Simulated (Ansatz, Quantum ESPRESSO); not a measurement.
# CaH2S2 (P-3m1): zone-centre phonons, part 3 of 3

Aim: the zone-centre modes of CaH2S2 (P-3m1).

Quantum ESPRESSO 7.5; DFT PBE, scalar-relativistic, plane waves, PseudoDojo norm-conserving pseudopotentials.

So far. Step 5 (Zone-centre response): The acoustic modes at Γ come out as far as 5.4 cm⁻¹ from zero, where they should vanish, a small numerical error; the Born charges miss their sum rule by 0.0048 e, which is good. Step 6 (Zone-centre analysis): The rule moves no optical mode by more than 0.2 cm⁻¹. The relaxed cell has a = 4.402, c = 6.175 Å (conventional setting).

The structure was built from a prototype and need not be the compound's stable phase.

**8. The LO-TO splitting (1 0 0)**

A longitudinal polar mode sets up a macroscopic field that stiffens it; the term hangs on the direction from which q goes to zero.

Input file dynmat.in:

```
&input
   fildyn = 'g.dyn'
   asr = 'crystal'
   fileig = 'dynmat.eig'
   q(1) = 1.0
   q(2) = 0.0
   q(3) = 0.0
/
```

The run is started by

```sh
$ dynmat.x -in dynmat.in > dynmat.out
```

Numbers of over 12 decimals in the logs are rounded to 6 here.

The program printed:

```text
[banner, memory and clock lines left out]
Program DYNMAT v.7.5

     Reading Dynamical Matrix from file g.dyn
     ...Force constants read
     ...epsilon and Z* read
     Acoustic Sum Rule: || Z*(ASR) - Z*(orig)|| =    3.044641E-03
     Acoustic Sum Rule: ||dyn(ASR) - dyn(orig)||=    1.550839E-04

     Polarizability (A^3 units)
     multiply by 0.566193 for Clausius-Mossotti correction
        20.009170   -0.000000   -0.000000
        -0.000000   20.009170    0.000000
         0.000000    0.000000   16.850819

     IR activities are in (D/A)^2/amu units

# mode   [cm-1]    [THz]      IR
    1     -0.00   -0.0000    0.0000
    2      0.00    0.0000    0.0000
    3      0.00    0.0000    0.0000
    4    144.79    4.3408    0.0000
    5    144.79    4.3408    0.0000
    6    193.68    5.8063    0.0000
    7    200.86    6.0216    3.9852
    8    222.49    6.6700    2.4892
    9    237.44    7.1184    1.4786
   10    285.74    8.5663    2.0731
   11    319.38    9.5747    4.5797
   12    449.41   13.4729    0.0000
   13    449.41   13.4729    0.0000
   14   2605.83   78.1208    0.0000
   15   2610.47   78.2600    1.3300

   )
[end of the log left out, with the tail of the file of modes that dynmat.x writes under the same name]
```

Run time: 0.59 s. Hardware: 1 thread of Intel Xeon 6975P-C (Granite Rapids), shared host.

Read from the output:

```
highest mode moved by the LO-TO term : 319.4 cm⁻¹
```

Zone-centre frequencies as printed; negative means imaginary. Modes:

```csv
mode,frequency (cm⁻¹)
1,0
2,0
3,0
4,144.8
5,144.8
6,193.7
7,200.9
8,222.5
9,237.4
10,285.7
11,319.4
12,449.4
13,449.4
14,2606
15,2610
```

The field moves 2 modes; the highest of them now lies at 319 cm⁻¹, where the highest that moved away lay at 286.

**9. The LO-TO splitting (0 0 1)**

Input file dynmat.in:

```
&input
   fildyn = 'g.dyn'
   asr = 'crystal'
   fileig = 'dynmat.eig'
   q(1) = 0.0
   q(2) = 0.0
   q(3) = 1.0
/
```

The run is started by

```sh
$ dynmat.x -in dynmat.in > dynmat.out
```

The program printed:

```text
[banner, memory and clock lines left out]
Program DYNMAT v.7.5

     Reading Dynamical Matrix from file g.dyn
     ...Force constants read
     ...epsilon and Z* read
     Acoustic Sum Rule: || Z*(ASR) - Z*(orig)|| =    3.044641E-03
     Acoustic Sum Rule: ||dyn(ASR) - dyn(orig)||=    1.550839E-04

     Polarizability (A^3 units)
     multiply by 0.566193 for Clausius-Mossotti correction
        20.009170   -0.000000   -0.000000
        -0.000000   20.009170    0.000000
         0.000000    0.000000   16.850819

     IR activities are in (D/A)^2/amu units

# mode   [cm-1]    [THz]      IR
    1     -0.00   -0.0000    0.0000
    2     -0.00   -0.0000    0.0000
    3      0.00    0.0000    0.0000
    4    144.79    4.3408    0.0000
    5    144.79    4.3408    0.0000
    6    193.68    5.8063    0.0000
    7    200.86    6.0216    3.9852
    8    200.86    6.0216    3.9852
    9    257.51    7.7199    2.4826
   10    285.74    8.5663    2.0731
   11    285.74    8.5663    2.0731
   12    449.41   13.4729    0.0000
   13    449.41   13.4729    0.0000
   14   2605.83   78.1208    0.0000
   15   2612.20   78.3117    1.3366

   )
[end of the log left out, with the tail of the file of modes that dynmat.x writes under the same name]
```

Run time: 0.6 s. Hardware: 1 thread.

Read from the output:

* highest mode moved by the LO-TO term: 2612 cm⁻¹

Zone-centre frequencies as printed; negative means imaginary. Modes:

```csv
mode,frequency (cm⁻¹)
1,0
2,0
3,0
4,144.8
5,144.8
6,193.7
7,200.9
8,200.9
9,257.5
10,285.7
11,285.7
12,449.4
13,449.4
14,2606
15,2612
```

The field moves 2 modes; the highest of them now lies at 2612 cm⁻¹, where the highest that moved away lay at 2610.

**10. The LO-TO splitting (1 1 1)**

Input file dynmat.in:

```
&input
   fildyn = 'g.dyn'
   asr = 'crystal'
   fileig = 'dynmat.eig'
   q(1) = 1.0
   q(2) = 1.0
   q(3) = 1.0
/
```

The run is started by

```sh
$ dynmat.x -in dynmat.in > dynmat.out
```

The program printed:

```text
[banners, grids, parts of the stress and lines that vanish by symmetry left out]
[banner, memory and clock lines left out]
Program DYNMAT v.7.5

     Reading Dynamical Matrix from file g.dyn
     ...Force constants read
     ...epsilon and Z* read
     Acoustic Sum Rule: || Z*(ASR) - Z*(orig)|| =    3.044641E-03
     Acoustic Sum Rule: ||dyn(ASR) - dyn(orig)||=    1.550839E-04

     Polarizability (A^3 units)
     multiply by 0.566193 for Clausius-Mossotti correction
        20.009170   -0.000000   -0.000000
        -0.000000   20.009170    0.000000
         0.000000    0.000000   16.850819

     IR activities are in (D/A)^2/amu units

# mode   [cm-1]    [THz]      IR
    1     -0.00   -0.0000    0.0000
    2     -0.00   -0.0000    0.0000
[...]
14   2605.83   78.1208    0.0000
   15   2611.00   78.2759    1.3320

   )
[end of the log left out, with the tail of the file of modes that dynmat.x writes under the same name]
```

Run time: 0.59 s. Hardware: 1 thread.

Numbers from this step:

```
highest mode moved by the LO-TO term : 2611 cm⁻¹
```

Zone-centre frequencies as printed; negative means imaginary. Modes:

```
mode  frequency (cm⁻¹)
   1                 0
   2                 0
   3                 0
   4             144.8
   5             144.8
   6             193.7
   7             200.9
   8               215
   9             243.8
  10             285.7
  11             310.1
  12             449.4
  13             449.4
  14              2606
  15              2611
```

The field moves 4 modes; the highest of them now lies at 2611 cm⁻¹, where the highest that moved away lay at 2610.

**11. Cross-check with Ansatz**

A second program on the same cell, potentials, cutoff and meshes tests the implementation of the phonon response, not its convergence. Its field response is summed in its own way. Its k mesh is centred on Γ.

This step: DFT PBE, scalar-relativistic, plane waves, PseudoDojo norm-conserving pseudopotentials (Ansatz 0.2.0).

Input file input.yaml:

```yaml
crystal:
  lattice:
    - [4.4020978823, 0.0, 0.0]
    - [-2.2010489382, 3.8123285977, 0.0]
    - [0.0, 0.0, 6.17535167]
  atoms:
    - { symbol: Ca, position: [0.0, 0.0, 0.0] }
    - { symbol: H, position: [0.3333333333, 0.6666666667, 0.5675188658] }
    - { symbol: H, position: [0.6666666667, 0.3333333333, 0.4324811342] }
    - { symbol: S, position: [0.3333333333, 0.6666666667, 0.7862096962] }
    - { symbol: S, position: [0.6666666667, 0.3333333333, 0.2137903038] }
kpoints:
  mp_grid: { grid: [6, 6, 4] }
hamiltonian:
  xc: pbe
  pseudopotentials: { kind: nc, accuracy: standard }
scf:
  occupations: { method: fixed }
output:
  eigenvalues: true
basis:
  ecutwfc: 979.61
phonons:
  method: dfpt
  dielectric: true
  rigid_motions: translations
```

The run is started by

```sh
$ ansatz run input.yaml --threads 4 --pin off --max-ram 8192MiB --backend cpu --events-out ev --progress --plain --runs-dir out
```

The program printed:

```text
Engine: ansatz 0.2.0, x86_64-unknown-linux-gnu
Pseudopotentials: kind: nc
Pseudopotential: Ca, nc, valence charge 10, recommended cutoff 925.187132 eV (normal), Ca.nc.azcp (PseudoDojo's, or run here from an input of PseudoDojo's; its table is named by hamiltonian.pseudopotentials.accuracy)
Pseudopotential: H, nc, valence charge 1, recommended cutoff 979.609905 eV (normal), H.nc.azcp (PseudoDojo's, or run here from an input of PseudoDojo's; its table is named by hamiltonian.pseudopotentials.accuracy)
Pseudopotential: S, nc, valence charge 6, recommended cutoff 770 eV (normal), S.nc.azcp (PseudoDojo's, or run here from an input of PseudoDojo's; its table is named by hamiltonian.pseudopotentials.accuracy)
Functional definition: PBE
  parameter kappa = 0.804
  parameter beta = 0.066725
  exchange = pbe_x(kappa = kappa, mu = beta*pi^2/3)
  correlation = pbe_c(beta = beta)
Crystal: 5 atoms, lattice volume = 103.636 Å³
Basis set: ecut = 979.61 eV, 7243 PW (Γ), exchange–correlation on 90×90×128 points (8 copies of the dense FFT grid, shifted against one another)
Bands: 17, of which v1, the nominal top of the filled ones, is band 12 counted from 1 (11 counted from 0)
Symmetry: 12 space group operations
k-points: 47 of 144 (irreducible under 2 space group operations, time reversal used)
Non-local potential: Ca, projectors of the file, l = 0: 2, l = 1: 2, l = 2: 2
Non-local potential: H, projectors of the file, l = 0: 2, l = 1: 1
Non-local potential: S, projectors of the file, l = 0: 2, l = 1: 2, l = 2: 2
Initial density: superposition of atomic densities (chi_scale 0.1, normalization cell, long waves kept (reshape's long-wave potential 0.05 eV rms))
Initial wavefunctions: pseudopotential atomic-orbital guess
Functional: x = pbe(κ = 0.804, μ = 0.219515), c = pbe(β = 0.066725)
SCF iter   1: F=—  HF=-1690.053886 eV  |F-HF|=—  |Δ(HF+E_count)|=         —  Δρ=4.96e-2  dr2=4.62e0  ethr=3.10e-3  ⟨swp⟩=10.5  Hψ=6685  notcnv=0  defer=129
preconditioner: auto → Resta (q_TF=auto, 2.138 Å⁻¹)  ε∞=3.9  [insulator: Δε(μ)=2.643 eV  Ē_g=8.618 eV  n_scr=22 (ndim 8)  ℏωp=14.6 eV  f_vac=0.008  ε∞_Penn≈3.9]
SCF iter   2: F=—  HF=-1688.869433 eV  |F-HF|=—  |Δ(HF+E_count)|=    1.18e0  Δρ=2.41e-2  dr2=1.01e0  ethr=3.10e-3  ⟨swp⟩=6.1  Hψ=2744  notcnv=0  defer=119
SCF iter   3: F=—  HF=-1688.571089 eV  |F-HF|=—  |Δ(HF+E_count)|=   2.98e-1  Δρ=5.76e-3  dr2=6.21e-2  ethr=3.10e-3  ⟨swp⟩=6.1  Hψ=2207  notcnv=0  defer=129
SCF iter   4: F=—  HF=-1688.575306 eV  |F-HF|=—  |Δ(HF+E_count)|=   4.22e-3  Δρ=1.65e-3  dr2=3.68e-3  ethr=2.59e-4  ⟨swp⟩=5.1  Hψ=1703  notcnv=0  defer=140
SCF iter   5: F=—  HF=-1688.580108 eV  |F-HF|=—  |Δ(HF+E_count)|=   4.80e-3  Δρ=4.63e-4  dr2=2.76e-4  ethr=1.54e-5  ⟨swp⟩=4.0  Hψ=1491  notcnv=0  defer=141
SCF iter   6: F=—  HF=-1688.580986 eV  |F-HF|=—  |Δ(HF+E_count)|=   8.78e-4  Δρ=9.40e-5  dr2=1.73e-5  ethr=1.15e-6  ⟨swp⟩=3.8  Hψ=1363  notcnv=0  defer=141
SCF iter   7: F=—  HF=-1688.581073 eV  |F-HF|=—  |Δ(HF+E_count)|=   8.71e-5  Δρ=3.60e-5  dr2=1.78e-6  ethr=7.20e-8  ⟨swp⟩=3.2  Hψ=1699  notcnv=0  defer=140
SCF iter   8: F=—  HF=-1688.581077 eV  |F-HF|=—  |Δ(HF+E_count)|=   4.54e-6  Δρ=8.27e-6  dr2=1.35e-7  ethr=7.43e-9  ⟨swp⟩=2.0  Hψ=1323  notcnv=0  defer=138
SCF iter   9: F=—  HF=-1688.581078 eV  |F-HF|=—  |Δ(HF+E_count)|=   3.36e-7  Δρ=2.21e-6  dr2=8.35e-9  ethr=5.63e-10  ⟨swp⟩=2.4  Hψ=1291  notcnv=0  defer=138
SCF iter  10: F=—  HF=-1688.581078 eV  |F-HF|=—  |Δ(HF+E_count)|=   1.65e-8  Δρ=7.17e-7  dr2=8.95e-10  ethr=3.48e-11  ⟨swp⟩=2.7  Hψ=1349  notcnv=0  defer=138
SCF iter  11: F=-1688.581078 eV  HF=-1688.581078 eV  |F-HF|=1.41e-10  |Δ(HF+E_count)|=   1.61e-9  Δρ=1.71e-7  dr2=3.15e-11  ethr=1.00e-12  ⟨swp⟩=24.7  Hψ=10497  notcnv=0
SCF 1 converged in 11 iterations: F = -1688.581078 eV  dr2 = 3.15e-11
DFPT response loops at Γ: preconditioner auto → Resta (q_TF=auto, 2.138 Å⁻¹)  ε∞=4.1 (no band partly filled); β = 1.00, the filter's whole step (`scf.mixing.beta` (0.50) is not read by the response loops at its default; to damp them type it under 1.00, their step now; it binds the ground state too); Broyden in place of MSR1
── the response to a field inside a basis, on 6×6×4 k-points: an SCF that follows is theirs, and a resumed run solves both again ──
Bands: 13, of which v1, the nominal top of the filled ones, is band 12 counted from 1 (11 counted from 0)
k-points: 42 of 144 (irreducible under 4 space group operations)
Initial density: handed on by an earlier stage of this run
Initial wavefunctions: pseudopotential atomic-orbital guess (no wavefunctions were taken with the density)
Eigensolver: Dense (42 Hₖ)
SCF iter   1: F=—  HF=-1688.577597 eV  |F-HF|=—  |Δ(HF+E_count)|=         —  Δρ=5.39e-5  dr2=3.88e-7  ethr=1.00e-1
preconditioner: auto → Resta (q_TF=auto, 2.138 Å⁻¹)  ε∞=3.9  [insulator: Δε(μ)=3.722 eV  Ē_g=8.629 eV  n_scr=22 (ndim 8)  ℏωp=14.6 eV  f_vac=0.061  ε∞_Penn≈3.9]
SCF iter   2: F=—  HF=-1688.577599 eV  |F-HF|=—  |Δ(HF+E_count)|=   1.56e-6  Δρ=2.82e-5  dr2=1.10e-7  ethr=1.62e-9
SCF iter   3: F=-1688.577600 eV  HF=-1688.577600 eV  |F-HF|=1.08e-9  |Δ(HF+E_count)|=   6.10e-7  Δρ=9.19e-7  dr2=8.91e-10  ethr=4.60e-10
SCF 1 converged in 3 iterations: F = -1688.577600 eV  dr2 = 8.91e-10
DFPT response loops at Γ: preconditioner auto → Resta (q_TF=auto, 2.138 Å⁻¹)  ε∞=4.0 (no band partly filled); β = 1.00, the filter's whole step (`scf.mixing.beta` (0.50) is not read by the response loops at its default; to damp them type it under 1.00, their step now; it binds the ground state too); Broyden in place of MSR1
SCF converged after 11 iterations
Free energy (F): -1688.581078 eV
Harris-Foulkes:  -1688.581078 eV  (|F-HF|=1.41e-10)
Internal energy: -1688.581078 eV  (E = F + TS)
E sigma→0 (E₀):  -1688.581078 eV
Fermi energy:    1.935933 eV
--- Per-component energies (eV) ---
  E_band       = -225.540592
  E_kinetic    = 600.725341
  E_local      = -1543.133533  (includes V_loc(G=0)·N_el)
  E_nonlocal   = 166.773796
  E_hartree    = 464.696958
  E_xc         = -390.251272
  E_vxc        = -379.300184  (∫ρ·V_xc dr)
  E_ewald      = -987.392368
  E_smearing   = -0.000000  (= −TS)
  E_closure    = 0.000000  (closes the sum)
  Σ components = -1688.581078   (vs F -1688.581078, Δ=0.00e0)
--- Band table (eV; the first three rows and the last of 47) ---
  k-point 0: bands = [... 8 lower, 0.8157, 0.8157, 1.9359, 1.9359, 5.7624, 6.1332, 6.5645, 6.9925, ... 1 higher]
  k-point 1: bands = [... 8 lower, 0.8516, 0.8516, 1.8798, 1.8798, 6.0025, 6.2961, 6.9414, 6.9414, ... 1 higher]
  k-point 2: bands = [... 8 lower, 0.8914, 0.8914, 1.8202, 1.8202, 6.0090, 6.8398, 6.8918, 6.8918, ... 1 higher]
  k-point 46: bands = [... 8 lower, 0.2536, 0.8239, 0.8752, 1.3839, 6.1834, 6.6643, 7.3892, 7.8810, ... 1 higher]
--- Phonons (Γ-DFPT): 6 representative perturbations + reference, on 47 of 144 k-points (Σ response iterations 23) ---
  k mesh reduced under 2 symmetry operations, with k and −k counted as one. Each operation leaves every solved perturbation unchanged. A smaller set is not considered because the run solves the response to a homogeneous field
  ASR residual: 2.512e-4 → 0.000e0 eV/Å²; symmetrization residual: 1.682e-6 eV/Å²
  ASR residual per site (eV/Å²): 2.51e-4 4.11e-5 4.11e-5 4.94e-5 4.94e-5
  Γ frequencies (cm⁻¹): 0.00 0.00 0.00 144.80 144.80 193.67 201.05 201.05 222.33 285.88 285.88 449.40 449.40 2605.82 2610.42
  ε∞ (high-frequency dielectric tensor):
        3.417623     0.000000     0.000000
        0.000000     3.417623    -0.000000
        0.000000    -0.000000     3.043036
  ε⁰ (static dielectric tensor: ions relaxed, cell fixed):
        5.969122     0.000000     0.000000
        0.000000     5.969122    -0.000000
        0.000000    -0.000000     4.082875
  ε⁰ − ε∞ (ionic part):
        2.551499     0.000000     0.000000
        0.000000     2.551499    -0.000000
        0.000000    -0.000000     1.039839
  softest optical mode at Γ: 144.80 cm⁻¹; the repairs (sum rule, projections) moved no ω² at Γ by more than (4.23 cm⁻¹)²
  Born effective charges Z* (e; rows j = field, columns β = displacement):
    site 0:
         2.46715    0.00000    0.00000
         0.00000    2.46715   -0.00000
         0.00000   -0.00000    1.63567
    site 1:
         0.05626    0.00000   -0.00000
        -0.00000    0.05626    0.00000
        -0.00000    0.00000    0.14407
    site 2:
         0.05626    0.00000   -0.00000
        -0.00000    0.05626    0.00000
        -0.00000    0.00000    0.14407
    site 3:
        -1.28984   -0.00000   -0.00000
        -0.00000   -1.28984    0.00000
        -0.00000    0.00000   -0.96191
    site 4:
        -1.28984    0.00000   -0.00000
         0.00000   -1.28984    0.00000
        -0.00000    0.00000   -0.96191
  Z* charge neutrality: 1.968e-4 e pre-enforcement
  solved inside a basis spanned on kpoints, on 6×6×4 k-points, its susceptibility summed on 10×10×6: ε∞ is read to err by 7.8e-3, Z* by 1.1e-2 e (field_mesh: kpoints solves on kpoints); Z* is corrected for what the basis lacks
  optical modes at Γ without the LO–TO term, one row a degenerate level:
      ω (cm⁻¹)  modes    IR ((D/Å)²/amu)
        144.80      2             0.0000
        193.67      1             0.0000
        201.05      2             8.0027
        222.33      1             2.4878
        285.88      2             4.0837
        449.40      2             0.0000
       2605.82      1             0.0000
       2610.42      1             1.3341
  optical modes at Γ + LO–TO along q̂ = [1.0000, 0.0000, 0.0000]:
      ω (cm⁻¹)  modes    IR ((D/Å)²/amu)
        144.80      2             0.0000
        193.67      1             0.0000
        201.05      1             4.0014
        222.33      1             2.4878
        237.90      1             1.4890
        285.88      1             2.0418
        319.28      1             4.5542
        449.40      2             0.0000
[...]
optical modes at Γ + LO–TO along q̂ = [0.0000, 1.0000, 0.0000]:
      ω (cm⁻¹)  modes    IR ((D/Å)²/amu)
[...]
319.28      1             4.5542
        449.40      2             0.0000
       2605.82      1             0.0000
       2610.42      1             1.3341
  optical modes at Γ + LO–TO along q̂ = [0.0000, 0.0000, 1.0000]:
      ω (cm⁻¹)  modes    IR ((D/Å)²/amu)
        144.80      2             0.0000
        193.67      1             0.0000
        201.05      2             8.0027
        257.36      1             2.4812
        285.88      2             4.0837
        449.40      2             0.0000
       2605.82      1             0.0000
       2612.16      1             1.3407
```

Elapsed: 80 s, on 4 threads; peak memory 1.7 GiB.

Numbers from this step:

```yaml
gap_on_the_k_mesh: 3.623 eV
sum_rule_residual_before_enforcement: 2.51e-4 eV/Å²
miss_of_the_charge_sum_rule: 1.97e-4 e
estimated_error_of_the_dielectric_tensor: 0.007794
estimated_error_of_the_born_charges: 0.01072 e
mean_high_frequency_dielectric_constant: 3.293
mean_static_dielectric_constant: 5.340
highest_mode_moved_by_the_lo_to_term: 2612 cm⁻¹
```

Transverse modes. Infrared lines, with heights relative to the strongest:

```
position (cm⁻¹)  label  IR intensity ((D/Å)²/amu), degenerate modes summed, relative
            145     Eg                                                           0.0
            194    A1g                                                           0.0
            201     Eu                                                           100
            222    A2u                                                            31
            286     Eu                                                            51
            449     Eg                                                           0.0
           2606    A1g                                                           0.0
           2610    A2u                                                            17
```

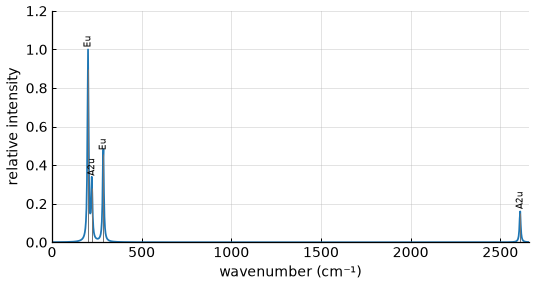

The infrared spectrum, broadened with Lorentzians of width 8 cm⁻¹; bars mark the lines.

**12. Side by side: QE PseudoDojo and Ansatz, PseudoDojo**

Worked out from the results:

* root-mean-square difference: 0.11 cm⁻¹
* largest difference: 0.19 cm⁻¹

The 12 of 12 modes that differ most. Frequencies side by side:

| q (reciprocal lattice) | mode | QE PseudoDojo (cm⁻¹) | Ansatz, PseudoDojo (cm⁻¹) |
| --- | --- | --- | --- |
| 0 0 0 | 4 | 144.8 | 144.8 |
| 0 0 0 | 5 | 144.8 | 144.8 |
| 0 0 0 | 6 | 193.7 | 193.7 |
| 0 0 0 | 7 | 200.9 | 201.1 |
| 0 0 0 | 8 | 200.9 | 201.1 |
| 0 0 0 | 9 | 222.5 | 222.3 |
| 0 0 0 | 10 | 285.7 | 285.9 |
| 0 0 0 | 11 | 285.7 | 285.9 |
| 0 0 0 | 12 | 449.4 | 449.4 |
| 0 0 0 | 13 | 449.4 | 449.4 |
| 0 0 0 | 14 | 2606 | 2606 |
| 0 0 0 | 15 | 2610 | 2610 |

The two runs side by side. Further quantities:

```
                                                                               quantity  QE PseudoDojo  Ansatz, PseudoDojo
                                                                                mean ε∞          3.299               3.293
largest Born charge in size (e; the first before, the second after the charge sum rule)           2.19                2.19
                                                       summed IR intensity ((D/Å)²/amu)          15.94               15.91
```

At the zone centre the largest difference (acoustic modes at Γ apart) is 0.007 % of the highest mode.

**13. Results**

| Property | Result |
| --- | --- |
| space group after relaxation | P-3m1 |
| volume per atom | 20.7 Å³ |
| gap on the k-mesh | 3.62 eV |
| highest optical zone-centre mode (no LO-TO term) | 2610 cm⁻¹ |
| lowest optical zone-centre mode | 144.8 cm⁻¹ |
| highest mode moved by the LO-TO term | 2612 cm⁻¹ |
| mean high-frequency dielectric constant | 3.30 |
| largest Born charge in size (third of the trace) | 2.19 e |
| mean static dielectric constant | 5.35 |
| imaginary optical modes at the zone centre (no q mesh in this session) | none |
| largest difference from Ansatz, PseudoDojo | 0.19 cm⁻¹ |

What this shows: At the PBE level the optical modes of CaH2S2 (P-3m1) at the zone centre (no LO-TO term) run from 145 to 2610 cm⁻¹. The relaxation gained more than 0.3 eV an atom, so the start was far from this structure and its bonding may have changed. Along the directions run, the highest mode that the macroscopic field moves lies at 2612 cm⁻¹. Lattice motion raises the mean dielectric constant from 3.299 to 5.348. Of the 12 optical modes, 6 are Raman active alone and 6 are infrared active alone; inversion symmetry keeps the two sets apart. QE PseudoDojo and Ansatz, PseudoDojo agree to 0.19 cm⁻¹ (0.007 % of the highest mode compared) on all solved modes but the acoustic ones at Γ, without the LO-TO term. These are harmonic frequencies at zero temperature: anharmonic shifts and linewidths and thermal expansion are left out. The structure is a hypothetical one, built on a prototype.

[Host names and launcher messages were left out of these logs when they were recorded.]

[Logs are printed without paths, hosts, clocks, repeated set-up lines and the standing remarks that a program may print on its own settings, such as how far it seeks lower states.]

[Hosts, paths, dates, database ids (printed as entryN), source tags and the programs' standing remarks are cut or masked in the printed files.]
